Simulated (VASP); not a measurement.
# A VASP study of Y (SCAN): structure first, properties next, part 4 of 5

Aim: relax Y, then compute properties on the relaxed cell. The start is a cell from a database of measured crystal structures.

VASP 6.6.1; SCAN; plane waves and PAW (Y_sv).

Still holding for the runs below: The k-mesh is coarse for a metal.

So far. Step 6 (Total and projected DOS (SCAN)): The finer mesh and the other smearing move the Fermi level by +0.01 eV from the 7×7×4 run, a small shift, which tests the Fermi level alone. Of the states within 0.3 eV of the Fermi level, the largest shares in the PAW spheres are Y d 41 % and Y p 19 %. The rest lies in smaller channels or between the spheres. Step 7 (Volume scan with SCAN, volume scale 0.94): The pressure here is 3.11 GPa.

## (8) Volume scan with SCAN, volume scale 0.96

INCAR

```
SYSTEM = Y
PREC = Accurate
ENCUT = 400
EDIFF = 1E-06
NELM = 100
ISMEAR = 1
SIGMA = 0.2
LREAL = .FALSE.
ALGO = Normal
METAGGA = SCAN
LASPH = .TRUE.
NBANDS = 17
LORBIT = 11
LWAVE = .FALSE.
LCHARG = .FALSE.
KPAR = 2
ISIF = 2
```

POSCAR

```
Y
1.0
    3.6273239452      0.0000000000      0.0000000000
   -1.8136619726      3.1413546843      0.0000000000
    0.0000000000      0.0000000000      5.5787883906
Y
2
Direct
    0.3333333333      0.6666666667      0.2500000000
    0.6666666667      0.3333333333      0.7500000000
```

KPOINTS

```
Automatic mesh
0
Gamma
7 7 4
0 0 0
```

PAW data sets: Y_sv (PBE family, release 64).

Run with:

```console
> mpirun -np 2 vasp_std
```

Output:

```text
[... set-up lines as in an earlier step ...]
 entering main loop
       N       E                     dE             d eps       ncg     rms          rms(c)
DAV:   1     0.323969297779E+02    0.32397E+02   -0.10294E+04   824   0.105E+03
DAV:   2    -0.540709459948E+02   -0.86468E+02   -0.85160E+02  1045   0.242E+02
DAV:   3    -0.628347830175E+02   -0.87638E+01   -0.87092E+01  1546   0.434E+01
DAV:   4    -0.630189139501E+02   -0.18413E+00   -0.18385E+00   942   0.738E+00
DAV:   5    -0.630239252888E+02   -0.50113E-02   -0.50109E-02  1154   0.891E-01    0.337E+01
DAV:   6    -0.558994131911E+02    0.71245E+01   -0.11935E+01  1049   0.138E+01    0.241E+01
DAV:   7    -0.556325594060E+02    0.26685E+00   -0.11132E+00  1529   0.690E+00    0.703E+00
DAV:   8    -0.556450768213E+02   -0.12517E-01   -0.10143E-01   957   0.268E+00    0.122E+00
DAV:   9    -0.556427713685E+02    0.23055E-02   -0.19952E-02   923   0.934E-01    0.298E-01
DAV:  10    -0.556422051974E+02    0.56617E-03   -0.16352E-03  1148   0.301E-01    0.241E-01
DAV:  11    -0.556420751053E+02    0.13009E-03   -0.10531E-04  1256   0.706E-02    0.169E-01
DAV:  12    -0.556420065345E+02    0.68571E-04   -0.17984E-05   967   0.431E-02    0.158E-02
DAV:  13    -0.556420319921E+02   -0.25458E-04   -0.25721E-06   876   0.125E-02    0.151E-02
DAV:  14    -0.556420377142E+02   -0.57221E-05   -0.16015E-07   559   0.367E-03    0.126E-03
DAV:  15    -0.556420373933E+02    0.32088E-06   -0.44380E-08   519   0.179E-03
   1 F= -.55642037E+02 E0= -.55643476E+02  d E =0.431499E-02
```

The job ended after 30 s (2 MPI ranks of Intel Xeon 6975P-C (Granite Rapids), shared host; peak memory 0.32 GiB; 53 s of CPU time).

From OUTCAR (step 8):

```text
   ENCUT  =  400.0 eV  29.40 Ry    5.42 a.u.   5.92  5.92  9.10*2*pi/ulx,y,z

   NELECT =      22.0000    total number of electrons

 E-fermi :   3.1842

 k-point     1 :       0.0000    0.0000    0.0000
  band No.  band energies     occupation
    ...
      6     -19.9955      2.00000
      7     -19.9954      2.00000
      8     -19.9393      2.00000
      9      -1.7498      2.00000
     10       1.2583      2.00000
     11       4.2030     -0.00000
     12       5.1367     -0.00000
     13       5.1369     -0.00000
     14       5.6275     -0.00000
     15       5.8544     -0.00000
    ...

  Total        0.7843582      0.7843582      0.7913715      0.0000000      0.0000000      0.0000000
  in kB       19.7688678     19.7688678     19.9456316      0.0000000      0.0000000      0.0000000
  external PRESSURE =      19.8277891 kB  Pullay stress =       0.0000000 kB

 POSITION                                       TOTAL-FORCE (eV/Angst)
 -----------------------------------------------------------------------------------
     -0.00000      2.09424      1.39470        -0.000000      0.000000      0.000000
      1.81366      1.04712      4.18409         0.000000     -0.000000      0.000000
 -----------------------------------------------------------------------------------
    total drift:                                0.000000     -0.000000      0.000000

  FREE ENERGIE OF THE ION-ELECTRON SYSTEM (eV)
  ---------------------------------------------------
  free  energy   TOTEN  =       -55.6420373933 eV

  energy  without entropy=      -55.6463523818  energy(sigma->0) =      -55.64347572

[... 5 parts as in an earlier step ...]

[... 11 further parts left out ...]
```

This step gave:

* free energy (TOTEN): -55.6420 eV
* energy at zero smearing: -55.6435 eV
* Fermi energy: 3.184 eV
* pressure: 1.983 GPa

The pressure falls from 3.11 to 1.98 GPa.

The run ends at a pressure of 1.98 GPa.

## (9) Volume scan with SCAN, volume scale 0.98

INCAR is that of step 8.

POSCAR

```
Y
1.0
    3.6523407630      0.0000000000      0.0000000000
   -1.8261703814      3.1630198840      0.0000000000
    0.0000000000      0.0000000000      5.6172640091
Y
2
Direct
    0.3333333333      0.6666666667      0.2500000000
    0.6666666667      0.3333333333      0.7500000000
```

KPOINTS is that of step 8.

Run with:

```console
> mpirun -np 2 vasp_std
```

Output:

```text
[... set-up lines as in an earlier step ...]
 entering main loop
       N       E                     dE             d eps       ncg     rms          rms(c)
DAV:   1     0.362588717852E+02    0.36259E+02   -0.10289E+04   816   0.105E+03
DAV:   2    -0.536829877687E+02   -0.89942E+02   -0.88575E+02  1027   0.247E+02
DAV:   3    -0.627777711358E+02   -0.90948E+01   -0.90228E+01  1495   0.445E+01
DAV:   4    -0.630029031810E+02   -0.22513E+00   -0.22488E+00   972   0.777E+00
[...]
DAV:  15    -0.556548619404E+02    0.11390E-05   -0.64840E-08   543   0.212E-03    0.542E-04
DAV:  16    -0.556548635498E+02   -0.16094E-05   -0.21398E-08   491   0.113E-03    0.597E-04
DAV:  17    -0.556548638168E+02   -0.26706E-06   -0.75648E-09   476   0.583E-04
   1 F= -.55654864E+02 E0= -.55656391E+02  d E =0.458089E-02
```

Elapsed: 27 s, on 2 MPI ranks; peak memory 0.33 GiB; 47 s of CPU time.

Parts of OUTCAR (step 9):

```text
  Total        0.3930589      0.3930589      0.3624545      0.0000000      0.0000000     -0.0000000
  in kB        9.7044329      9.7044329      8.9488263      0.0000000      0.0000000     -0.0000000
  external PRESSURE =       9.4525640 kB  Pullay stress =       0.0000000 kB

 POSITION                                       TOTAL-FORCE (eV/Angst)
 -----------------------------------------------------------------------------------
     -0.00000      2.10868      1.40432        -0.000000      0.000000      0.000000
      1.82617      1.05434      4.21295         0.000000     -0.000000      0.000000
 -----------------------------------------------------------------------------------
    total drift:                               -0.000000      0.000000     -0.000000

  FREE ENERGIE OF THE ION-ELECTRON SYSTEM (eV)
  ---------------------------------------------------
  free  energy   TOTEN  =       -55.6548638168 eV

  energy  without entropy=      -55.6594447112  energy(sigma->0) =      -55.65639078

[... 1 part as in an earlier step ...]

[... 2 further parts left out ...]
[key lines of the parts left out:]
E-fermi :   3.0748
```

The pressure falls from 1.98 to 0.95 GPa.

The run ends at a pressure of 0.95 GPa.

## (10) Volume scan with SCAN, volume scale 1

INCAR is that of step 9.

POSCAR

```
Y
1.0
    3.6770194897      0.0000000000      0.0000000000
   -1.8385097448      3.1843922883      0.0000000000
    0.0000000000      0.0000000000      5.6552196470
Y
2
Direct
    0.3333333333      0.6666666667      0.2500000000
    0.6666666667      0.3333333333      0.7500000000
```

KPOINTS is that of step 9.

Run with:

```console
> mpirun -np 2 vasp_std
```

Output:

```text
[... set-up lines as in an earlier step ...]
 entering main loop
       N       E                     dE             d eps       ncg     rms          rms(c)
DAV:   1     0.342446293166E+02    0.34245E+02   -0.10427E+04   816   0.105E+03
DAV:   2    -0.535479025349E+02   -0.87793E+02   -0.86482E+02   994   0.245E+02
DAV:   3    -0.627535899712E+02   -0.92057E+01   -0.91358E+01  1502   0.444E+01
DAV:   4    -0.629804799382E+02   -0.22689E+00   -0.22675E+00   942   0.798E+00
[...]
DAV:  13    -0.556598760280E+02   -0.90094E-04   -0.47508E-06   950   0.147E-02    0.158E-02
DAV:  14    -0.556598904005E+02   -0.14373E-04   -0.37447E-07   561   0.608E-03    0.183E-03
DAV:  15    -0.556598897631E+02    0.63741E-06   -0.70876E-08   541   0.223E-03
   1 F= -.55659890E+02 E0= -.55661414E+02  d E =0.457387E-02
```

Wall time 23 s (2 MPI ranks); peak memory 0.33 GiB.

Parts of OUTCAR (step 10):

```text
  Total        0.0085281      0.0085281      0.0083890      0.0000000      0.0000000     -0.0000000
  in kB        0.2063441      0.2063441      0.2029775      0.0000000      0.0000000     -0.0000000
  external PRESSURE =       0.2052219 kB  Pullay stress =       0.0000000 kB

 POSITION                                       TOTAL-FORCE (eV/Angst)
 -----------------------------------------------------------------------------------
     -0.00000      2.12293      1.41380        -0.000000     -0.000000      0.000000
      1.83851      1.06146      4.24141         0.000000      0.000000      0.000000
 -----------------------------------------------------------------------------------
    total drift:                               -0.000000      0.000000     -0.000000

  FREE ENERGIE OF THE ION-ELECTRON SYSTEM (eV)
  ---------------------------------------------------
  free  energy   TOTEN  =       -55.6598897631 eV

  energy  without entropy=      -55.6644636282  energy(sigma->0) =      -55.66141438

[... 2 parts as in an earlier step ...]

[... 1 further part left out ...]
[key lines of the parts left out:]
E-fermi :   2.9694
```

The pressure falls from 0.95 to 0.02 GPa.

The run ends at a pressure of 0.02 GPa.

## (11) Volume scan with SCAN, volume scale 1.02

INCAR is that of step 10.

POSCAR

```
Y
1.0
    3.7013713218      0.0000000000      0.0000000000
   -1.8506856609      3.2054815936      0.0000000000
    0.0000000000      0.0000000000      5.6926725242
Y
2
Direct
    0.3333333333      0.6666666667      0.2500000000
    0.6666666667      0.3333333333      0.7500000000
```

KPOINTS is that of step 10.

Run with:

```console
> mpirun -np 2 vasp_std
```

Output:

```text
[... set-up lines as in an earlier step ...]
 entering main loop
       N       E                     dE             d eps       ncg     rms          rms(c)
DAV:   1     0.318404354238E+02    0.31840E+02   -0.10254E+04   832   0.104E+03
DAV:   2    -0.541372556485E+02   -0.85978E+02   -0.84714E+02  1037   0.243E+02
DAV:   3    -0.627551444044E+02   -0.86179E+01   -0.85844E+01  1542   0.427E+01
DAV:   4    -0.629533762428E+02   -0.19823E+00   -0.19812E+00   965   0.769E+00
[...]
DAV:  13    -0.556579396265E+02   -0.14092E-03   -0.55984E-06   860   0.173E-02    0.116E-02
DAV:  14    -0.556579415064E+02   -0.18799E-05   -0.34827E-07   556   0.557E-03    0.145E-03
DAV:  15    -0.556579413056E+02    0.20080E-06   -0.10819E-07   500   0.276E-03
   1 F= -.55657941E+02 E0= -.55659392E+02  d E =0.435171E-02
```

Wall time 22 s (2 MPI ranks); peak memory 0.32 GiB; 41 s of CPU time.

Parts of OUTCAR (step 11):

```text
  Total       -0.3480844     -0.3480844     -0.3107664     -0.0000000      0.0000000     -0.0000000
  in kB       -8.2570133     -8.2570133     -7.3717818     -0.0000000      0.0000000     -0.0000000
  external PRESSURE =      -7.9619361 kB  Pullay stress =       0.0000000 kB

 POSITION                                       TOTAL-FORCE (eV/Angst)
 -----------------------------------------------------------------------------------
     -0.00000      2.13699      1.42317         0.000000     -0.000000      0.000000
      1.85069      1.06849      4.26950        -0.000000      0.000000      0.000000
 -----------------------------------------------------------------------------------
    total drift:                               -0.000000      0.000000     -0.000000

  FREE ENERGIE OF THE ION-ELECTRON SYSTEM (eV)
  ---------------------------------------------------
  free  energy   TOTEN  =       -55.6579413056 eV

  energy  without entropy=      -55.6622930110  energy(sigma->0) =      -55.65939187

[... 1 part as in an earlier step ...]

[... 2 further parts left out ...]
[key lines of the parts left out:]
E-fermi :   2.8679
```

The pressure falls from 0.02 to -0.80 GPa.

The run ends at a pressure of -0.80 GPa.

## (12) Volume scan with SCAN, volume scale 1.04

INCAR is that of step 11.

POSCAR

```
Y
1.0
    3.7254068740      0.0000000000      0.0000000000
   -1.8627034370      3.2262969923      0.0000000000
    0.0000000000      0.0000000000      5.7296389660
Y
2
Direct
    0.3333333333      0.6666666667      0.2500000000
    0.6666666667      0.3333333333      0.7500000000
```

KPOINTS is that of step 11.

Run with:

```console
> mpirun -np 2 vasp_std
```

Output:

```text
[... set-up lines as in an earlier step ...]
 entering main loop
       N       E                     dE             d eps       ncg     rms          rms(c)
DAV:   1     0.300193459452E+02    0.30019E+02   -0.10354E+04   824   0.104E+03
DAV:   2    -0.543245596490E+02   -0.84344E+02   -0.83041E+02  1053   0.241E+02
DAV:   3    -0.627266970600E+02   -0.84021E+01   -0.83346E+01  1529   0.428E+01
DAV:   4    -0.629188726486E+02   -0.19218E+00   -0.19208E+00   910   0.752E+00
[...]
DAV:  15    -0.556497389689E+02    0.13049E-05   -0.83043E-08   505   0.246E-03    0.628E-04
DAV:  16    -0.556497423913E+02   -0.34224E-05   -0.30255E-08   513   0.158E-03    0.733E-04
DAV:  17    -0.556497433173E+02   -0.92604E-06   -0.99562E-09   497   0.706E-04
   1 F= -.55649743E+02 E0= -.55651060E+02  d E =0.394996E-02
```

Run time: 30 s. Hardware: 2 MPI ranks; peak memory 0.33 GiB.

OUTCAR, selected parts (step 12):

```text
  Total       -0.6830072     -0.6830072     -0.6154458      0.0000000      0.0000000     -0.0000000
  in kB      -15.8902443    -15.8902443    -14.3184199      0.0000000      0.0000000     -0.0000000
  external PRESSURE =     -15.3663028 kB  Pullay stress =       0.0000000 kB

 POSITION                                       TOTAL-FORCE (eV/Angst)
 -----------------------------------------------------------------------------------
     -0.00000      2.15086      1.43241         0.000000      0.000000      0.000000
      1.86270      1.07543      4.29723        -0.000000     -0.000000      0.000000
 -----------------------------------------------------------------------------------
    total drift:                               -0.000000      0.000000     -0.000000

  FREE ENERGIE OF THE ION-ELECTRON SYSTEM (eV)
  ---------------------------------------------------
  free  energy   TOTEN  =       -55.6497433173 eV

  energy  without entropy=      -55.6536932802  energy(sigma->0) =      -55.65105997

[... 1 part as in an earlier step ...]

[... 2 further parts left out ...]
[key lines of the parts left out:]
E-fermi :   2.7707
```

The pressure falls from -0.80 to -1.54 GPa.

The run ends at a pressure of -1.54 GPa.

## (13) Volume scan with SCAN, volume scale 1.06

A prediction first. A parabola through the 6 pressures of evenly scaled cells so far, P = 0.03 -43.7 t +100 t² GPa with t = ln(V/V₁) and V₁ the volume at scale 1, gives -2.18 GPa at t = +0.0583.

INCAR is that of step 12.

POSCAR

```
Y
1.0
    3.7491362200      0.0000000000      0.0000000000
   -1.8745681099      3.2468472088      0.0000000000
    0.0000000000      0.0000000000      5.7661344657
Y
2
Direct
    0.3333333333      0.6666666667      0.2500000000
    0.6666666667      0.3333333333      0.7500000000
```

KPOINTS is that of step 12.

Run with:

```console
> mpirun -np 2 vasp_std
```

Output:

```text
[... set-up lines as in an earlier step ...]
 entering main loop
       N       E                     dE             d eps       ncg     rms          rms(c)
DAV:   1     0.324741989883E+02    0.32474E+02   -0.10262E+04   832   0.103E+03
DAV:   2    -0.537838644372E+02   -0.86258E+02   -0.84996E+02  1020   0.245E+02
DAV:   3    -0.626815502977E+02   -0.88977E+01   -0.88202E+01  1555   0.430E+01
DAV:   4    -0.628828372727E+02   -0.20129E+00   -0.20116E+00   930   0.754E+00
[...]
DAV:  17    -0.556357667143E+02   -0.18401E-05   -0.13113E-08   485   0.867E-04    0.350E-04
DAV:  18    -0.556357649097E+02    0.18046E-05   -0.48099E-09   480   0.505E-04    0.179E-04
DAV:  19    -0.556357644764E+02    0.43325E-06   -0.20831E-09   475   0.270E-04
   1 F= -.55635764E+02 E0= -.55636898E+02  d E =0.339933E-02
```

Elapsed: 43 s, on 2 MPI ranks; peak memory 0.33 GiB; 75 s of CPU time.

From OUTCAR (step 13):

```text
  Total       -1.0082947     -1.0082947     -0.9224106     -0.0000000      0.0000000      0.0000000
  in kB      -23.0154902    -23.0154902    -21.0550872     -0.0000000      0.0000000      0.0000000
  external PRESSURE =     -22.3620225 kB  Pullay stress =       0.0000000 kB

 POSITION                                       TOTAL-FORCE (eV/Angst)
 -----------------------------------------------------------------------------------
     -0.00000      2.16456      1.44153        -0.000000     -0.000000      0.000000
      1.87457      1.08228      4.32460         0.000000      0.000000      0.000000
 -----------------------------------------------------------------------------------
    total drift:                               -0.000000      0.000000     -0.000000

  FREE ENERGIE OF THE ION-ELECTRON SYSTEM (eV)
  ---------------------------------------------------
  free  energy   TOTEN  =       -55.6357644764 eV

  energy  without entropy=      -55.6391638071  energy(sigma->0) =      -55.63689759

[... 1 part as in an earlier step ...]

[... 2 further parts left out ...]
[key lines of the parts left out:]
E-fermi :   2.6779
```

The pressure falls from -1.54 to -2.24 GPa. The parabola predicted -2.18 GPa, +0.05 GPa off.

## (14) Comparing the runs

Times are for 2 MPI ranks of Intel Xeon 6975P-C (Granite Rapids), shared host. The runs compared:

| no. | volume scale | energy above the lowest point (meV/atom) | pressure (GPa) | time | memory (GiB) |
| --- | --- | --- | --- | --- | --- |
| 1 | 0.94 | 19.85 | 3.107 | 31 s | 0.32 |
| 2 | 0.96 | 8.97 | 1.983 | 30 s | 0.32 |
| 3 | 0.98 | 2.51 | 0.9453 | 27 s | 0.33 |
| 4 | 1 | 0 | 0.02052 | 23 s | 0.33 |
| 5 | 1.02 | 1.01 | -0.7962 | 22 s | 0.32 |
| 6 | 1.04 | 5.18 | -1.537 | 30 s | 0.33 |
| 7 | 1.06 | 12.26 | -2.236 | 43 s | 0.33 |

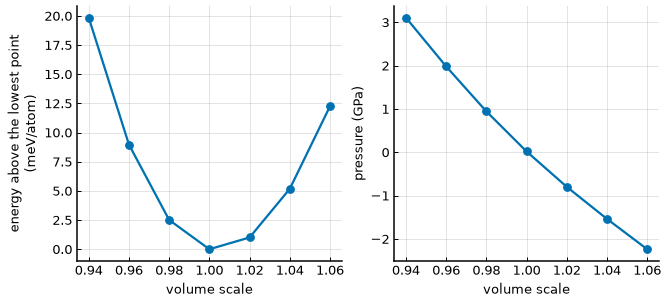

The series as plots.

## (15) Fit for SCAN

This step: Birch-Murnaghan fit, SCAN; plane waves and PAW (VASP 6.6.1).

No new run; the numbers come from the runs before.

Numbers from this step:

```
pressure derivative of the bulk modulus : 4.393
r.m.s. error of the fit                 : 1.11e-5 eV/atom
minimum inside the sampled range        : yes
bulk modulus                            : 42.05 GPa
equilibrium volume of the fit           : 33.24 Å³/atom
```

Table of energy above the fitted minimum by volume:

```csv
volume (Å³/atom),energy above the fitted minimum (eV/atom)
31.12,0.0199
31.78,0.00905
32.45,0.00259
33.11,8.0e-5
33.77,0.00109
34.43,0.00526
35.10,0.0123
```

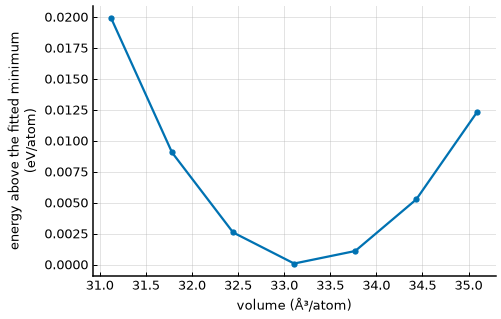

Energy above the fitted minimum, plotted against volume.

The fitted volume lies +0.40 % from the relaxed one. At a finite cutoff and mesh the minimum of the energy and the zero of the stress don't quite coincide, and the relaxation stops at a threshold.

[end of part 4 of 5]

[Lines on the potential files, build, host, timing and source positions are cut from VASP's logs without a mark.]

[Logs are printed without paths, hosts, clocks, repeated set-up lines and the standing remarks that a program may print on its own settings, such as how far it seeks lower states.]

[Hosts, paths, dates, database ids (printed as entryN), source tags and the programs' standing remarks are cut or masked in the printed files.]

[A measured line is paired with the nearest computed mode of its activity, which favours agreement.]
